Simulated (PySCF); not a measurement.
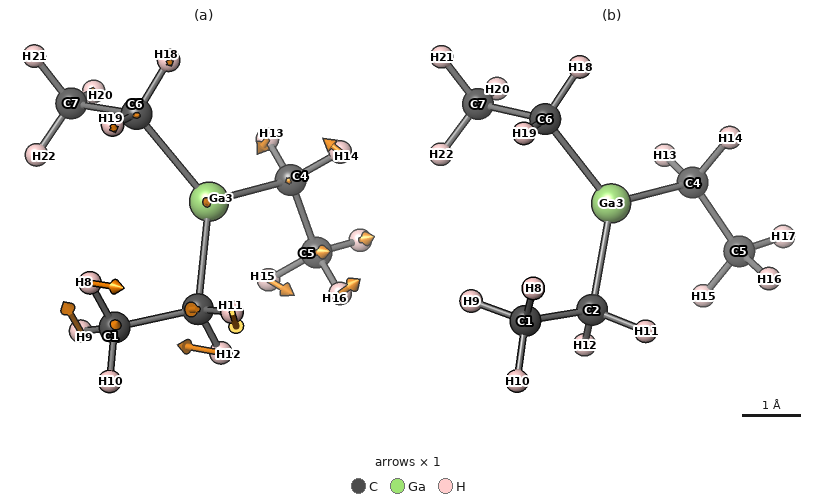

The structure of C$_{6}$H$_{15}$Ga before (left) and after (right) a relaxation, at one scale. The orange arrows give the displacements, at their true length.

Style: ball-and-stick. Shown at a tilt.

The start comes from GFN2-xTB.

The calculation used PySCF, PBE0-D3(BJ)/def2-SVP geometry optimisation, gas phase. 

### What changed between the two?

The atom that moves furthest after the best rigid fit is H12 (1.02 Å). By element the largest moves are H 1.02 Å, C 0.48 Å, Ga 0.19 Å. Among the contacts that change: C2–Ga3 2.078 → 1.985 Å, C1–H10 1.091 → 1.103 Å, C2–H11 1.098 → 1.106 Å, C1–C2 1.532 → 1.525 Å. Bond angles that change, for instance: C1–C2–Ga3 111.6° → 115.7°, Ga3–C4–C5 112.5° → 115.8°, Ga3–C2–H12 110.3° → 107.1°. Groups turn about C2–Ga3 by about 30°, Ga3–C4 by about 25°. Over 14 geometry steps the energy falls by 0.232 eV. The largest force component goes from 1 to 0.011 eV/Å.
